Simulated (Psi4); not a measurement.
# GaF (SMILES [F][Ga]): OMP2/def2-TZVPPD (density fitting for correlation)

Aim: the vertical ionisation energy of GaF at OMP2/def2-TZVPPD (density fitting for correlation), from 2 runs. 

The calculation is run with Psi4 1.11.

1 further run of the same task is left out (set aside as unsound or not needed).

## (1) The molecule

GaF: 2 atoms, total charge 0, spin state singlet. As SMILES, `[F][Ga]`. The shape is that of a PBE0-D4/def2-TZVP optimisation.

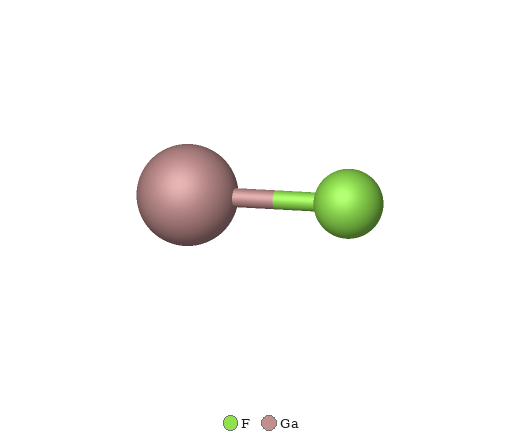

Viewed from a chosen angle; fluorine green, gallium pink.

## (2) A single-point energy at OMP2/def2-TZVPPD (density fitting for correlation)

job.inp

```
memory 1600 mb

molecule geom {
  0 1
  F      0.000000     0.000000     0.006300
  Ga     0.000000     0.000000     1.792850
  units angstrom
  symmetry c1
  no_reorient
  no_com
}

set {
  basis           def2-TZVPPD
  puream          true
  e_convergence   1e-09
  d_convergence   1e-08
  scf_type        pk
  num_frozen_docc 10
}

energy("omp2")
```

Command:

```sh
$ psi4 -n 1 job.inp job.out
```

job.out:

```text
[...]
  Running in c1 symmetry.
[...]
  Nuclear repulsion =   82.639971888237099
[...]
  Multiplicity = 1
[...]
  Nalpha       = 20
  Nbeta        = 20
[...]
    Number of basis functions: 94
[...]
   @RHF iter   1: -2021.45423765621968   -3.53846e+00   3.02819e-02 ADIIS/DIIS
[...]
   @RHF iter  11: -2022.79132014522179   -6.82121e-12   4.27678e-09 DIIS
[...]
    Orbital Energies [Eh]
    ---------------------
    Doubly Occupied:
       1A   -378.827061     2A    -48.176942     3A    -42.503708
       4A    -42.503708     5A    -42.501757     6A    -26.219604
       7A     -6.405508     8A     -4.496189     9A     -4.496189
      10A     -4.491042    11A     -1.499610    12A     -1.208715
      13A     -1.208715    14A     -1.203744    15A     -1.203744
      16A     -1.199440    17A     -0.635292    18A     -0.579344
      19A     -0.579344    20A     -0.367471
[...]
  @RHF Final Energy: -2022.79132014522179
   => Energetics <=
    Nuclear Repulsion Energy =             82.6399718882370991
    One-Electron Energy =               -2990.2483291088801707
    Two-Electron Energy =                 884.8170370754212399
    Total Energy =                      -2022.7913201452217891
[...]
 Multipole Moments:
 ------------------------------------------------------------------------------------
     Multipole            Electronic (a.u.)      Nuclear  (a.u.)        Total (a.u.)
 ------------------------------------------------------------------------------------
 L = 1.  Multiply by 2.5417464519 to convert [e a0] to [Debye]
 Dipole X            :         -0.0000000            0.0000000           -0.0000000
 Dipole Y            :          0.0000000            0.0000000            0.0000000
 Dipole Z            :       -104.2189255          105.1350075            0.9160819
 Magnitude           :                                                    0.9160819
[...]
	Warning: cc_lambda option is changed to TRUE
	For this residual convergence, default PCG convergence is:     1.00e-07
[...]
	DF-MP2 Total Energy (a.u.)         : -2023.24856482806490
[...]
	DF-MP2 Total Energy (a.u.)         : -2023.26105945208428
[...]
	DF-OMP2 Total Energy (a.u.)        : -2023.26105945205495
[...]
```

It took 29 s on 1 thread of Intel Xeon Platinum 8375C at 2.90GHz (Ice Lake), shared host; peak memory 0.37 GiB.

## (3) The doublet cation at the same level

job.py

```python
import psi4

psi4.set_memory('1600 MB')
psi4.set_num_threads(1)
psi4.set_output_file('fga.out', False)

m = psi4.geometry("""
1 2
F      0.00000000     0.00000000     0.01190527
Ga     0.00000000     0.00000000     3.38799548
units bohr
symmetry c1
""")

psi4.set_options({
    'basis': 'def2-TZVPPD',
    'reference': 'uhf',
    'puream': True,
    'e_convergence': 1e-09,
    'd_convergence': 1e-08,
    'scf_type': 'pk',
    'num_frozen_docc': 10,
    'maxiter': 100,
})

energy_value, wavefunction = psi4.energy('omp2', return_wfn=True)
print(f'omp2 energy: {energy_value:.10f} Eh')
```

Command:

```sh
$ python job.py
```

fga.out:

```text
[...]
  Running in c1 symmetry.
[...]
  Nuclear repulsion =   82.639971874448236
[...]
  Multiplicity = 2
[...]
  Nalpha       = 20
  Nbeta        = 19
[...]
    Number of basis functions: 94
[...]
   @UHF iter   1: -2021.27582914580080   -3.36005e+00   2.92209e-02 DIIS/ADIIS
[...]
   @UHF iter  14: -2022.44671298899357   -3.41061e-12   4.39277e-09 DIIS
[...]
   @S^2 Observed:                7.628664601E-01
[...]
    Orbital Energies [Eh]
    ---------------------
    Alpha Occupied:
       1A   -379.189121     2A    -48.534963     3A    -42.861857
       4A    -42.861857     5A    -42.859580     6A    -26.510113
       7A     -6.766157     8A     -4.856114     9A     -4.856114
      10A     -4.849796    11A     -1.785162    12A     -1.568702
      13A     -1.568702    14A     -1.561620    15A     -1.561620
      16A     -1.553714    17A     -0.928513    18A     -0.852008
      19A     -0.852008    20A     -0.723064
    Alpha Virtual:
      21A     -0.223100    22A     -0.223100    23A     -0.127971
      24A     -0.095598    25A     -0.043139    26A     -0.043139
[...]
  @UHF Final Energy: -2022.44671298899357
   => Energetics <=
    Nuclear Repulsion Energy =             82.6399718744482357
    One-Electron Energy =               -2976.9015617595832737
    Two-Electron Energy =                 871.8148768961414135
    Total Energy =                      -2022.4467129889935677
  UHF NO Occupations:
  HONO-2 :   18  A 1.9998432
  HONO-1 :   19  A 1.9940719
[...]
 Multipole Moments:
 ------------------------------------------------------------------------------------
     Multipole            Electronic (a.u.)      Nuclear  (a.u.)        Total (a.u.)
 ------------------------------------------------------------------------------------
 L = 1.  Multiply by 2.5417464519 to convert [e a0] to [Debye]
 Dipole X            :         -0.0000000            0.0000000           -0.0000000
 Dipole Y            :          0.0000000            0.0000000            0.0000000
 Dipole Z            :          3.0486050           -1.2049111            1.8436939
 Magnitude           :                                                    1.8436939
[...]
	Warning: cc_lambda option is changed to TRUE
	For this residual convergence, default PCG convergence is:     1.00e-07
[...]
	DF-SCS-MP2 Total Energy (a.u.)     : -2022.84704433542220
	DF-SOS-MP2 Total Energy (a.u.)     : -2022.83506968064466
[...]
	DF-SCS-OMP2 Total Energy (a.u.)    : -2022.85784734450294
	DF-SOS-OMP2 Total Energy (a.u.)    : -2022.81238980638545
	DF-SCS(N)-OMP2 Total Energy (a.u.) : -2022.67248346625775
[...]
	DF-OMP2 Total Energy (a.u.)        : -2022.88544206558481
[...]
```

The script printed:

```text
omp2 energy: -2022.8854420656 Eh
```

Wall time 92 s (1 thread of Intel Xeon Platinum 8375C at 2.90GHz (Ice Lake), shared host); peak memory 0.37 GiB.

## (4) What came out

Level: OMP2/def2-TZVPPD (density fitting for correlation), 10 core orbitals frozen.

```
                                                                  quantity           value
                                                 singlet GaF: total energy  -2023.26106 Eh
                          singlet GaF: HOMO energy (Hartree–Fock orbitals)       -10.00 eV
                          singlet GaF: LUMO energy (Hartree–Fock orbitals)         1.08 eV
                        singlet GaF: HOMO–LUMO gap (Hartree–Fock orbitals)        11.08 eV
                 singlet GaF: correlation energy (10 core orbitals frozen)      -469.7 mEh
                                              doublet cation: total energy  -2022.88544 Eh
doublet cation: HOMO energy (Hartree–Fock orbitals) (highest over α and β)       -19.68 eV
 doublet cation: LUMO energy (Hartree–Fock orbitals) (lowest over α and β)        -8.82 eV
              doublet cation: correlation energy (10 core orbitals frozen)      -438.7 mEh
                         doublet cation: ⟨S²⟩ of the reference determinant           0.763
                        vertical ionisation energy (to the doublet cation)       10.221 eV
```

The vertical ionisation energy comes to 10.22 eV (236 kcal/mol).
